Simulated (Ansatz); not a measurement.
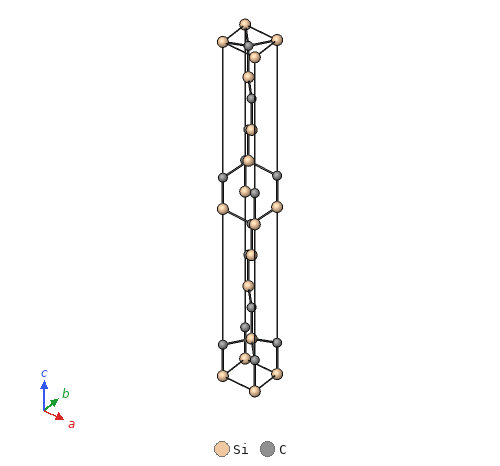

SiC, space group P6_3mc (No. 186), a = 3.095 Å, b = 3.095 Å, c = 20.244 Å, α = 90.00°, β = 90.00°, γ = 120.00°

```json
{"site": "Si1", "Wyckoff": "2b", "x": "0.3333", "y": "0.6667", "z": "0.8752"}
{"site": "Si2", "Wyckoff": "2b", "x": "0.3333", "y": "0.6667", "z": "0.6250"}
{"site": "Si3", "Wyckoff": "2a", "x": "0.0000", "y": "0.0000", "z": "0.0001"}
{"site": "Si4", "Wyckoff": "2b", "x": "0.6667", "y": "0.3333", "z": "0.7501"}
{"site": "C1", "Wyckoff": "2b", "x": "0.3333", "y": "0.6667", "z": "0.3441"}
{"site": "C2", "Wyckoff": "2b", "x": "0.6667", "y": "0.3333", "z": "0.2187"}
{"site": "C3", "Wyckoff": "2a", "x": "0.0000", "y": "0.0000", "z": "0.5939"}
{"site": "C4", "Wyckoff": "2b", "x": "0.3333", "y": "0.6667", "z": "0.9689"}
```

Origin: coordinates from a relaxation with Ansatz 0.2.0, DFT, PBE, plane waves, PAW.

Q: Compute the Voronoi cell of each site (no radii): faces and volume.

A:
| site | faces above 1 % of the sphere | volume (Å³) | solid angle by neighbour (%) |
| --- | --- | --- | --- |
| Si1 | 5 | 10.38 | C 91 Si 9 |
| Si2 | 4 | 10.49 | C 88 Si 12 |
| Si3 | 4 | 10.49 | C 88 Si 12 |
| Si4 | 10 | 10.64 | C 89 Si 11 |
| C1 | 10 | 10.61 | Si 89 C 11 |
| C2 | 5 | 10.40 | Si 91 C 9 |
| C3 | 4 | 10.49 | Si 88 C 12 |
| C4 | 4 | 10.49 | Si 88 C 12 |

Weighted by multiplicity the volumes add up to the cell volume, 168.0 Å³.

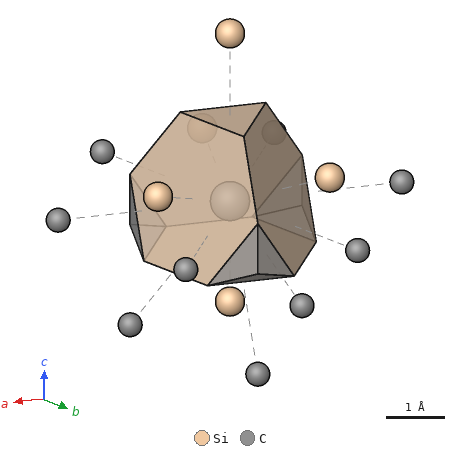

The computed Voronoi cell of C2, with the neighbours that bound it.
